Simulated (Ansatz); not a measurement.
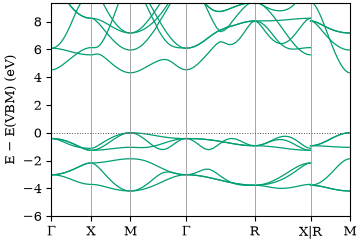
Fig. 1. Band structure from the program Ansatz at the PBEsol level (PAW)

Q: Read off the gap and where the band edges lie.

A: About 4.3 eV (4.32 eV by a search for the band edges); maximum at M, minimum at M.

Q: Which of these materials gives this?
A. BaZrO3, cubic perovskite
B. BaHfO3, cubic perovskite
C. MgO, CsCl type
D. Li3BrO, anti-perovskite

A: D, Li3BrO, anti-perovskite

Space group Pm-3m (anti-perovskite). The workflow started from a Materials Project entry (that database holds measured and hypothetical structures alike); the Crystallography Open Database files this formula in space group No. 221, but the cells were not matched. Its standing as an ambient phase is unchecked. The PBEsol relaxation kept the symmetry of its start; its stability against distortions is not shown here. Scalar-relativistic: spin–orbit coupling is off unless named, which matters more the heavier the elements.

Potentials: the later of the program's two PAW sets.
